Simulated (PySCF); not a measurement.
**C₅H₁₀SSi: density, localisation and related maps**

Input file:

```
{"job": {"kind": "nmr", "xc": "PBE0", "basis": "pcSseg-1"}, "charge": 0, "multiplicity": 1}
C      2.727113    -0.435271     0.722099
S      2.315769    -1.316407    -0.817664
Si     0.783432    -0.020028    -1.590744
C     -0.648503     0.027749    -0.391981
C     -1.045264    -0.708554     0.656396
C     -2.280120     0.097205     0.920405
C     -1.839418     0.959321    -0.287158
H      3.481458    -1.025770     1.231201
H      1.840153    -0.346435     1.341377
H      3.124440     0.546845     0.483743
H      1.365016     1.317457    -1.723169
H      0.445725    -0.616903    -2.873829
H     -0.645078    -1.577841     1.148529
H     -3.220141    -0.436646     0.785998
H     -2.302425     0.618945     1.876835
H     -2.512785     0.934598    -1.141743
H     -1.596369     1.993766    -0.051280
```

Run with:

```sh
OMP_NUM_THREADS=1 python probes_run.py task.json out
```

Geometry: GFN2-xTB.

The calculation used PySCF 2.14.0, PBE0/pcSseg-1, SCF density, gas phase, non-relativistic.

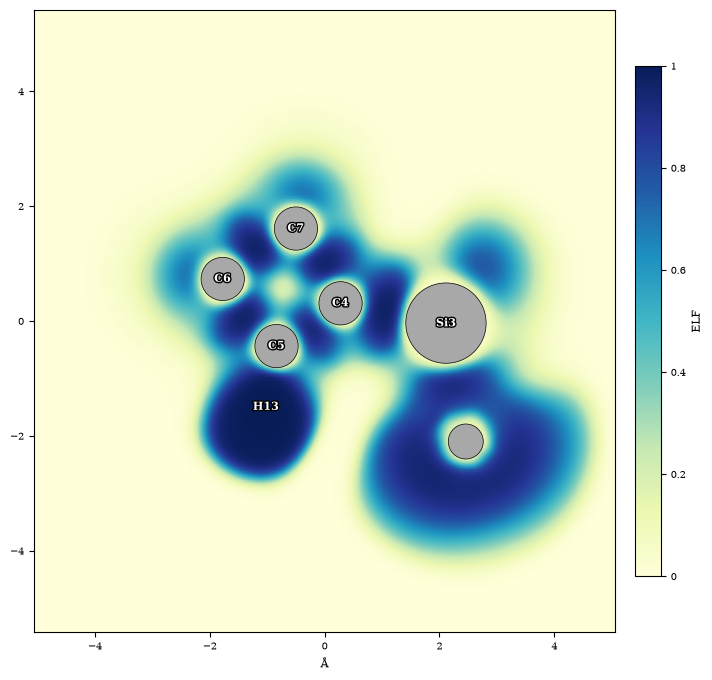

Figure 1. Electron localisation function on the plane of atoms C6, C5 and H13. Grey discs cover the atomic cores.

> Interpret the plot.

Atoms in the plane: Si, C and H.
C–C (1.34 Å): the ELF peaks at about 0.90 between the atoms; a short, multiple covalent bond.
C–Si (1.87 Å): the ELF peaks at about 0.95 between the atoms: a shared electron pair.
C–H (1.08 Å): the ELF climbs to about 1 towards the hydrogen, as it does in any bond to H: an ordinary covalent bond to hydrogen.
C–C (1.50 Å): the ELF peaks at about 0.95 between the atoms (localised, covalent bonding).
C–C (1.55 Å): the ELF peaks at about 0.95 between the atoms: localised, covalent bonding.
The ELF also peaks beside S2, away from the bonds: lone-pair regions.

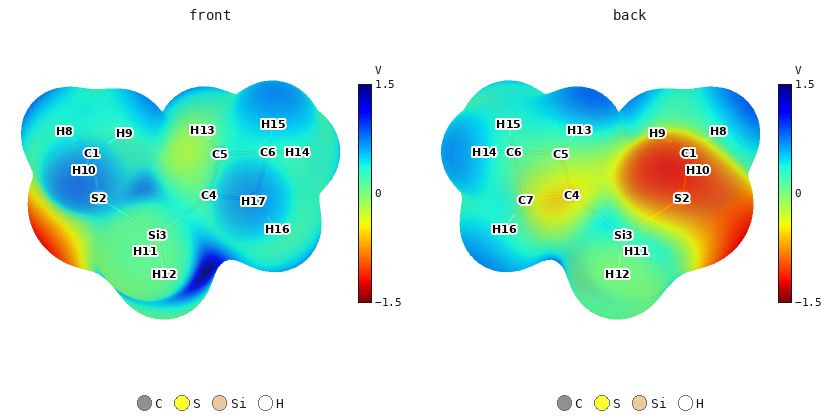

Figure 2. The molecular electrostatic potential painted on the density surface at 0.002 e/bohr³, seen from the front and from behind; the colour scale runs from red (negative) to blue (positive).

> Which sites attract a positive test charge, and which a negative one?

A positive charge is drawn to the negative regions and a negative charge to the positive ones. The most negative region (about −1.2 V) lies over S2, the most positive (about +1.3 V) over Si3.
